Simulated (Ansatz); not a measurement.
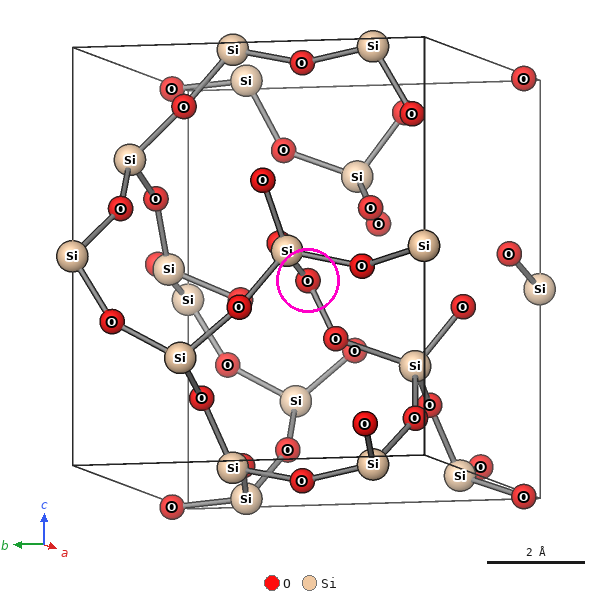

Drawn in the ball-and-stick manner and seen from a general direction. The supercell is outlined; an atom on or near a face, edge or corner is repeated at each equivalent position. The host is SiO2, in a cell of 36 sites, and the cell is neutral. A ring marks the defect's site.

Describe the defect.

Oxygen on a silicon site (an antisite). It is bonded to two O in a bent arrangement at about 1.4 to 1.5 Å.

The atoms were relaxed in the host's cell with DFT PBE, scalar-relativistic, plane waves, PAW in Ansatz 0.2.0.
